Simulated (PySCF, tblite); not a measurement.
**2-chloro-1,1-difluoroethane (C₂H₃ClF₂): isotopologues and vibrational averages**

Aim: rotational constants, zero-point energies and shieldings of isotopologues of 2-chloro-1,1-difluoroethane (C₂H₃ClF₂) (`FC(F)CCl`).

Computed with tblite 0.8.0 (tight binding) and PySCF 2.14.0 (DFT, with response routines of our own); each step states its level. Atoms count from 0 throughout.

### 1 The starting structure

8 atoms, charge 0, multiplicity 1; geometry from: force field or distance geometry start.

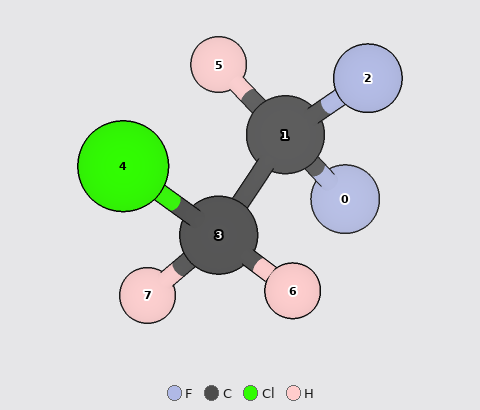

The starting geometry (fluorine light blue, carbon dark grey, chlorine green, hydrogen pink), atoms numbered.

### 2 GFN2-xTB relaxation, lowest of a short conformer search

The job: settings as JSON, then the geometry in Å.

```
{"job": {"xc": "GFN2-xTB", "basis": "xTB", "kind": "relax"}, "charge": 0, "multiplicity": 1}
F     -1.541300    -0.707400    -0.546000
C     -0.757800     0.194700     0.088000
F     -0.854800     1.387800    -0.471500
C      0.660300    -0.282300    -0.138200
Cl     1.852800     0.729500     0.744900
H     -1.049000     0.223500     1.170000
H      0.867200    -0.161500    -1.202000
H      0.858900    -1.346700     0.256500
```

The run is started by

```console
> OMP_NUM_THREADS=1 python ens_run.py task.json out
```

The driver reads the study from task.json and runs its stages one after another.

Standard output:

```text
step      E/eV     max force
  0    -539.18683    1.992
  1    -539.29547    0.638
  2    -539.32374    0.483
  3    -539.33848    0.333
  4    -539.34654    0.306
  5    -539.35128    0.235
  6    -539.35574    0.245
  7    -539.35882    0.172
  8    -539.36087    0.185
  9    -539.36245    0.129
 10    -539.36373    0.117
 11    -539.36456    0.086
 12    -539.36509    0.085
 13    -539.36548    0.069
 14    -539.36580    0.062
 15    -539.36601    0.048
 16    -539.36613    0.040
 17    -539.36626    0.039
 18    -539.36645    0.046
 19    -539.36670    0.064
 20    -539.36699    0.073
 21    -539.36730    0.074
 22    -539.36772    0.073
 23    -539.36836    0.096
 24    -539.36911    0.093
 25    -539.36957    0.058
 26    -539.36979    0.055
 27    -539.36997    0.049
 28    -539.37017    0.058
 29    -539.37047    0.061
 30    -539.37076    0.061
 31    -539.37095    0.045
 32    -539.37106    0.034
 33    -539.37113    0.031
 34    -539.37121    0.030
 35    -539.37129    0.025
 36    -539.37134    0.014
 37    -539.37136    0.010
 38    -539.37137    0.008
 39    -539.37137    0.003
```

Wall time 0.13 s (1 thread of Intel Xeon Platinum 8488C, shared host).

The energy fell by 0.185 eV, and the atoms moved 0.12 Å (root mean square).

### 3 Tight optimisation and Hessian

The job: settings as JSON, then the geometry in Å.

```
{"job": {"xc": "B3LYP", "basis": "pcSseg-1", "grid": 2, "temperatures": [350, 500], "kind": "geom"}, "charge": 0, "multiplicity": 1}
F     -1.586041    -0.729902    -0.424391
C     -0.726057     0.184143     0.088361
F     -0.978587     1.341542    -0.556822
C      0.704598    -0.279536    -0.148995
Cl     1.823939     0.660435     0.861666
H     -0.969294     0.323359     1.152557
H      0.975078    -0.131393    -1.195119
H      0.792593    -1.330999     0.124482
```

Standard output:

```text
step   0  E = -20078.6993603 eV  max force = 0.63003
step   1  E = -20078.7246597 eV  max force = 0.31888
step   2  E = -20078.7258624 eV  max force = 0.20373
step   3  E = -20078.7326586 eV  max force = 0.06445
step   4  E = -20078.7333992 eV  max force = 0.04802
step   5  E = -20078.7336242 eV  max force = 0.00240
step   6  E = -20078.7336327 eV  max force = 0.00224
step   7  E = -20078.7336340 eV  max force = 0.00082
step   8  E = -20078.7336340 eV  max force = 0.00082
step   9  E = -20078.7336340 eV  max force = 0.00028
harmonic wavenumbers (cm-1): 105.1 207.8 370.7 458.5 555.3 783.1 871.2 1046.5 1079.1 1136.6 1217.3 1281.1 1383.0 1416.6 1465.4 3088.2 3093.3 3157.4
```

Wall time 4.4 min (1 thread of Intel Xeon Platinum 8488C, shared host); peak memory 0.51 GiB.

### 4 Displacements along the modes, parent

The job: settings as JSON, then the geometry in Å.

```
{"job": {"xc": "B3LYP", "basis": "pcSseg-1", "grid": 2, "temperatures": [350, 500], "kind": "vib", "mass_numbers": [19, 12, 19, 12, 35, 1, 1, 1]}, "charge": 0, "multiplicity": 1}
F     -1.564273    -0.712793    -0.526259
C     -0.732138     0.181822     0.095864
F     -0.936933     1.401073    -0.474322
C      0.690250    -0.282166    -0.134532
Cl     1.865260     0.730306     0.783359
H     -1.014755     0.242402     1.151926
H      0.929105    -0.209072    -1.197197
H      0.799712    -1.313922     0.202902
```

Standard output:

```text
mode    cm-1    km/mol   phi_rrr   E(+)/cm-1  E(-)/cm-1
  1    105.06     5.61     -15.6      19.38      20.08
  2    207.84     5.53     -17.5      36.78      38.26
  3    370.72     1.68      34.0      67.89      65.63
  4    458.53    16.97      18.3      83.70      82.03
  5    555.28     5.23     -57.0      97.94     102.19
  6    783.13    46.34    -185.1     134.56     147.93
  7    871.21    12.67      78.6     160.03     154.69
  8   1046.55    29.95      40.3     190.32     187.14
  9   1079.08   181.36     356.2     207.78     182.06
 10   1136.62   116.81      23.4     205.62     203.90
 11   1217.33    21.97     -63.7     217.22     221.63
 12   1281.12     7.67     -27.0     230.27     232.24
 13   1382.97    11.32       2.0     249.88     249.36
 14   1416.58    34.31      -9.4     255.24     255.80
 15   1465.36    19.64     -98.5     260.38     267.51
 16   3088.20     6.96    1164.7     599.81     516.03
 17   3093.32    23.48    1374.3     610.11     511.45
 18   3157.37     1.10     -86.3     568.08     574.32
```

Run time: 4.1 min. Hardware: 1 thread of Intel Xeon Platinum 8488C, shared host; peak memory 0.58 GiB.

### 5 Displacements along the modes, 37Cl at atom 4

The job: settings as JSON, then the geometry in Å.

```
{"job": {"xc": "B3LYP", "basis": "pcSseg-1", "grid": 2, "temperatures": [350, 500], "kind": "vib", "mass_numbers": [19, 12, 19, 12, 37, 1, 1, 1]}, "charge": 0, "multiplicity": 1}
F     -1.564273    -0.712793    -0.526259
C     -0.732138     0.181822     0.095864
F     -0.936933     1.401073    -0.474322
C      0.690250    -0.282166    -0.134532
Cl     1.865260     0.730306     0.783359
H     -1.014755     0.242402     1.151926
H      0.929105    -0.209072    -1.197197
H      0.799712    -1.313922     0.202902
```

Standard output:

```text
mode    cm-1    km/mol   phi_rrr   E(+)/cm-1  E(-)/cm-1
  1    104.54     5.56     -15.4      19.27      19.97
  2    206.26     5.47     -17.3      36.51      37.97
  3    367.55     1.69      33.8      67.31      65.06
  4    458.43    16.96      18.3      83.68      82.01
  5    554.80     5.28     -57.1      97.85     102.10
  6    779.60    45.92     181.3     147.15     134.05
  7    871.06    12.62     -78.6     154.67     160.01
  8   1046.32    29.98      40.4     190.29     187.10
  9   1079.05   181.30     356.2     207.77     182.06
 10   1136.59   116.88      23.3     205.61     203.90
 11   1217.26    22.01     -63.8     217.21     221.62
 12   1281.02     7.71     -27.2     230.24     232.23
 13   1382.96    11.30       2.0     249.88     249.35
 14   1416.58    34.31      -9.4     255.24     255.80
 15   1465.35    19.65     -98.5     260.38     267.51
 16   3088.20     6.96    1164.7     599.81     516.03
 17   3093.32    23.48    1374.3     610.11     511.45
 18   3157.37     1.10     -86.3     568.08     574.32
```

Wall time 4.2 min (1 thread of Intel Xeon Platinum 8488C, shared host); peak memory 0.58 GiB.

### 6 Displacements along the modes, 2H at atom 7

The job: settings as JSON, then the geometry in Å.

```
{"job": {"xc": "B3LYP", "basis": "pcSseg-1", "grid": 2, "temperatures": [350, 500], "kind": "vib", "mass_numbers": [19, 12, 19, 12, 35, 1, 1, 2]}, "charge": 0, "multiplicity": 1}
F     -1.564273    -0.712793    -0.526259
C     -0.732138     0.181822     0.095864
F     -0.936933     1.401073    -0.474322
C      0.690250    -0.282166    -0.134532
Cl     1.865260     0.730306     0.783359
H     -1.014755     0.242402     1.151926
H      0.929105    -0.209072    -1.197197
H      0.799712    -1.313922     0.202902
```

Standard output:

```text
mode    cm-1    km/mol   phi_rrr   E(+)/cm-1  E(-)/cm-1
  1    101.63     5.13     -13.9      18.69      19.34
  2    203.21     4.73     -16.4      35.99      37.35
  3    367.67     1.32      33.6      67.33      65.09
  4    447.37    17.40      14.5      81.54      80.18
  5    549.48     5.29      57.2     101.12      96.90
  6    740.30    21.96    -130.1     128.77     138.08
  7    771.99     9.77     -64.1     136.92     141.38
  8    881.51    39.50      55.7     161.36     157.10
  9   1075.64   139.76     288.9     204.56     183.63
 10   1121.67    94.76    -174.2     195.86     208.35
 11   1135.50    95.21     -90.0     201.28     207.75
 12   1240.87     8.23     -21.7     223.63     225.00
 13   1302.48     5.60     -50.1     233.23     236.68
 14   1377.57    14.48       9.3     249.35     248.29
 15   1419.34    47.55      24.0     256.78     255.16
 16   2295.94     3.68   -1229.7     372.11     460.47
 17   3091.93    21.72   -1866.3     494.80     628.76
 18   3124.55     5.60   -1816.5     502.43     632.77
```

Wall time 4.2 min (1 thread of Intel Xeon Platinum 8488C, shared host); peak memory 0.58 GiB.

### 7 Vibrational averages by isotopologue

The job: settings as JSON, then the geometry in Å.

```
{"job": {"xc": "B3LYP", "basis": "pcSseg-1", "grid": 2, "temperatures": [350, 500], "kind": "iso"}, "charge": 0, "multiplicity": 1}
F     -1.564273    -0.712793    -0.526259
C     -0.732138     0.181822     0.095864
F     -0.936933     1.401073    -0.474322
C      0.690250    -0.282166    -0.134532
Cl     1.865260     0.730306     0.783359
H     -1.014755     0.242402     1.151926
H      0.929105    -0.209072    -1.197197
H      0.799712    -1.313922     0.202902
```

Standard output:

```text
parent
  Be/MHz 8911.461 2135.949 1819.261
  B0/MHz 8844.186 2122.636 1807.152
  ZPE/cm-1 11358.1
  <sigma>(0 K)/ppm 283.460 52.041 288.094 123.352 830.524 25.081 27.296 27.458
37Cl at atom 4
  Be/MHz 8909.821 2076.289 1775.864
  B0/MHz 8842.585 2063.407 1764.096
  ZPE/cm-1 11353.1
  <sigma>(0 K)/ppm 283.464 52.041 288.096 123.359 830.609 25.081 27.297 27.459
2H at atom 7
  Be/MHz 8448.06 2135.154 1798.613
  B0/MHz 8383.777 2121.597 1786.621
  ZPE/cm-1 10624.3
  <sigma>(0 K)/ppm 283.526 52.049 288.380 123.692 832.131 25.082 27.311 27.593
```

Run time: 17 min. Hardware: 1 thread of Intel Xeon Platinum 8488C, shared host; peak memory 0.58 GiB. This counts the whole study up to here.

Rotational constants (MHz) at equilibrium and in the ground state:

```csv
isotopologue,Be,B0,zero-point change (cm⁻¹)
parent,"8911.5, 2135.9, 1819.3","8844.2, 2122.6, 1807.2",0.0
37Cl at atom 4,"8909.8, 2076.3, 1775.9","8842.6, 2063.4, 1764.1",-5.0
2H at atom 7,"8448.1, 2135.2, 1798.6","8383.8, 2121.6, 1786.6",-733.8
```

Shieldings of the first species (ppm): at equilibrium, the vibrational parts at 0 K, and the averages:

```
atom  equilibrium  anharmonic  harmonic     0 K   350 K   500 K
  F0       295.46       -3.04     -8.96  283.46  280.89  278.83
  C1        55.67       -1.76     -1.87   52.04   51.47   51.00
  F2       300.93       -3.18     -9.66  288.09  286.43  284.82
  C3       127.59       -1.60     -2.63  123.35  122.62  122.09
 Cl4       854.16       -5.56    -18.07  830.52  824.93  820.35
  H5        25.68       -0.21     -0.38   25.08   25.05   25.02
  H6        27.93       -0.15     -0.49   27.30   27.26   27.22
  H7        28.11       -0.15     -0.50   27.46   27.41   27.37
```

Isotope effects on the shieldings at 0 K (ppb; positive means more shielded):

```csv
atom,37Cl at atom 4,2H at atom 7
F0,5,66
C1,0,8
F2,2,286
C3,8,340
Cl4,85,1608
H5,0,2
H6,0,15
H7,0,134
```

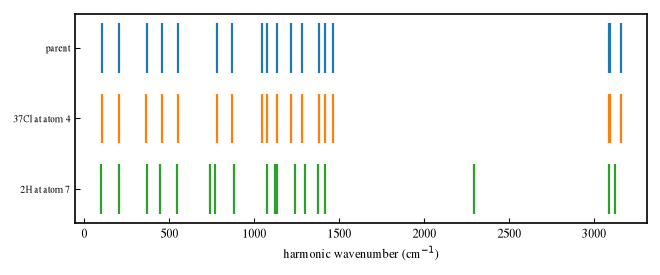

Harmonic wavenumbers of each isotopologue.

### 8 Tight optimisation and Hessian, xc KT3; basis def2-SVP; grid 1

The job: settings as JSON, then the geometry in Å.

```
{"job": {"xc": "KT3", "basis": "def2-SVP", "grid": 1, "temperatures": [350, 500], "j": false, "kind": "geom"}, "charge": 0, "multiplicity": 1}
F     -1.586041    -0.729902    -0.424391
C     -0.726057     0.184143     0.088361
F     -0.978587     1.341542    -0.556822
C      0.704598    -0.279536    -0.148995
Cl     1.823939     0.660435     0.861666
H     -0.969294     0.323359     1.152557
H      0.975078    -0.131393    -1.195119
H      0.792593    -1.330999     0.124482
```

Standard output:

```text
step   0  E = -20250.6170249 eV  max force = 0.37667
step   1  E = -20250.6274254 eV  max force = 0.41502
step   2  E = -20250.6341146 eV  max force = 0.26841
step   3  E = -20250.6381312 eV  max force = 0.04695
step   4  E = -20250.6387823 eV  max force = 0.02789
step   5  E = -20250.6388526 eV  max force = 0.01401
step   6  E = -20250.6388736 eV  max force = 0.00190
step   7  E = -20250.6388739 eV  max force = 0.00095
step   8  E = -20250.6388739 eV  max force = 0.00095
step   9  E = -20250.6388739 eV  max force = 0.00094
harmonic wavenumbers (cm-1): 95.9 199.1 371.6 449.6 552.2 800.0 867.0 1036.0 1096.0 1143.2 1201.7 1253.6 1368.7 1406.5 1437.0 3090.3 3110.7 3189.3
```

Wall time 3 min (1 thread of Intel Xeon Platinum 8488C, shared host); peak memory 0.35 GiB.

### 9 Displacements along the modes, xc KT3; basis def2-SVP; grid 1; parent

The job: settings as JSON, then the geometry in Å.

```
{"job": {"xc": "KT3", "basis": "def2-SVP", "grid": 1, "temperatures": [350, 500], "j": false, "kind": "vib", "mass_numbers": [19, 12, 19, 12, 35, 1, 1, 1]}, "charge": 0, "multiplicity": 1}
F     -1.554391    -0.703788    -0.533224
C     -0.731024     0.182685     0.091323
F     -0.928835     1.399576    -0.463347
C      0.691582    -0.277481    -0.129598
Cl     1.843324     0.730114     0.768089
H     -1.005972     0.232783     1.151938
H      0.924856    -0.218118    -1.193989
H      0.796689    -1.308122     0.210547
```

Standard output:

```text
mode    cm-1    km/mol   phi_rrr   E(+)/cm-1  E(-)/cm-1
  1     95.93     4.45      -6.1      17.48      19.52
  2    199.11     4.65     -18.0      34.68      37.28
  3    371.63     1.20      29.7      68.07      65.74
  4    449.56    14.92      18.2      82.31      80.44
  5    552.19     4.27      54.6     101.82      97.30
  6    800.01    38.00    -205.1     137.41     151.22
  7    866.98     9.18      69.8     159.06     154.27
  8   1036.03    22.09     -34.8     185.40     188.42
  9   1096.02   170.67     374.3     211.14     184.83
 10   1143.16    93.65      11.6     206.75     205.17
 11   1201.73    32.51     -95.8     213.15     220.07
 12   1253.60     7.98     -21.8     225.21     227.38
 13   1368.67    14.10       1.6     247.53     246.51
 14   1406.53    43.09       0.7     254.23     253.25
 15   1437.02    18.24     106.0     262.76     254.93
 16   3090.26    34.81   -2007.0     490.64     634.21
 17   3110.73    10.18   -1376.1     513.48     612.18
 18   3189.31     2.26    -151.0     571.76     582.75
```

Run time: 2.5 min. Hardware: 1 thread of Intel Xeon Platinum 8488C, shared host; peak memory 0.35 GiB.

### 10 Displacements along the modes, xc KT3; basis def2-SVP; grid 1; 37Cl at atom 4

The job: settings as JSON, then the geometry in Å.

```
{"job": {"xc": "KT3", "basis": "def2-SVP", "grid": 1, "temperatures": [350, 500], "j": false, "kind": "vib", "mass_numbers": [19, 12, 19, 12, 37, 1, 1, 1]}, "charge": 0, "multiplicity": 1}
F     -1.554391    -0.703788    -0.533224
C     -0.731024     0.182685     0.091323
F     -0.928835     1.399576    -0.463347
C      0.691582    -0.277481    -0.129598
Cl     1.843324     0.730114     0.768089
H     -1.005972     0.232783     1.151938
H      0.924856    -0.218118    -1.193989
H      0.796689    -1.308122     0.210547
```

Standard output:

```text
mode    cm-1    km/mol   phi_rrr   E(+)/cm-1  E(-)/cm-1
  1     95.21     4.41      -6.4      17.34      19.39
  2    197.62     4.59     -17.6      34.41      37.02
  3    368.50     1.21      29.5      67.49      65.20
  4    449.47    14.91      18.2      82.29      80.43
  5    551.73     4.31      54.8     101.74      97.22
  6    796.17    37.69    -202.0     136.83     150.41
  7    866.76     9.07      70.1     159.03     154.23
  8   1035.79    22.13     -35.0     185.35     188.38
  9   1095.99   170.59     374.3     211.13     184.83
 10   1143.12    93.69      11.8     206.75     205.15
 11   1201.68    32.57     -96.0     213.14     220.07
 12   1253.50     8.00     -22.0     225.19     227.37
 13   1368.66    14.07       1.6     247.53     246.51
 14   1406.53    43.10       0.7     254.23     253.25
 15   1437.00    18.25     106.0     262.76     254.93
 16   3090.26    34.81   -2007.0     490.64     634.22
 17   3110.73    10.18   -1376.1     513.48     612.18
 18   3189.31     2.26    -151.0     571.76     582.75
```

It took 2.5 min on 1 thread of Intel Xeon Platinum 8488C, shared host; peak memory 0.35 GiB.

### 11 Vibrational averages by isotopologue, second settings

The job: settings as JSON, then the geometry in Å.

```
{"job": {"xc": "KT3", "basis": "def2-SVP", "grid": 1, "temperatures": [350, 500], "j": false, "kind": "iso"}, "charge": 0, "multiplicity": 1}
F     -1.554391    -0.703788    -0.533224
C     -0.731024     0.182685     0.091323
F     -0.928835     1.399576    -0.463347
C      0.691582    -0.277481    -0.129598
Cl     1.843324     0.730114     0.768089
H     -1.005972     0.232783     1.151938
H      0.924856    -0.218118    -1.193989
H      0.796689    -1.308122     0.210547
```

Standard output:

```text
parent
  Be/MHz 9011.639 2177.576 1851.062
  B0/MHz 8944.59 2165.716 1839.573
  ZPE/cm-1 11334.2
  <sigma>(0 K)/ppm 297.407 74.624 302.909 142.258 889.053 25.321 27.735 27.779
37Cl at atom 4
  Be/MHz 9010.056 2116.937 1807.123
  B0/MHz 8943.139 2105.501 1795.996
  ZPE/cm-1 11329.0
  <sigma>(0 K)/ppm 297.415 74.625 302.911 142.264 889.130 25.321 27.735 27.779
```

Wall time 8 min (1 thread of Intel Xeon Platinum 8488C, shared host); peak memory 0.58 GiB. This counts the runs that the step sums up.

Rotational constants (MHz) at equilibrium and in the ground state:

```csv
isotopologue,Be,B0,zero-point change (cm⁻¹)
parent,"9011.6, 2177.6, 1851.1","8944.6, 2165.7, 1839.6",0.0
37Cl at atom 4,"9010.1, 2116.9, 1807.1","8943.1, 2105.5, 1796.0",-5.2
```

Shieldings of the first species (ppm): at equilibrium, the vibrational parts at 0 K, and the averages:

```csv
atom,equilibrium,anharmonic,harmonic,0 K,350 K,500 K
F0,308.78,-2.68,-8.69,297.41,295.49,293.81
C1,77.68,-1.57,-1.49,74.62,74.31,74.00
F2,315.16,-2.97,-9.28,302.91,301.11,299.47
C3,146.18,-1.50,-2.42,142.26,141.63,141.18
Cl4,910.33,-4.48,-16.79,889.05,883.66,879.38
H5,25.92,-0.20,-0.40,25.32,25.29,25.26
H6,28.39,-0.14,-0.52,27.73,27.70,27.66
H7,28.43,-0.13,-0.52,27.78,27.74,27.71
```

Isotope effects on the shieldings at 0 K (ppb; positive means more shielded):

```csv
atom,37Cl at atom 4
F0,8
C1,1
F2,1
C3,6
Cl4,77
H5,0
H6,0
H7,0
```

### 12 Summary of results

| quantity | value |
| --- | --- |
| point group | C1 |
| B0 of the first species | 8844.2, 2122.6, 1807.2 MHz |
| zero-point energy | 11358 cm⁻¹ |
| zero-point change of σ(Cl4) | -23.63 ppm |

What this shows: Zero-point motion changes the shielding of Cl4 most, by -23.63 ppm. The largest secondary isotope effect is 1608 ppb on Cl4, 2 bonds from the change (2H at atom 7). The job flags a low mode; perturbation theory is less sure for low modes. Internal rotors are held in one well.
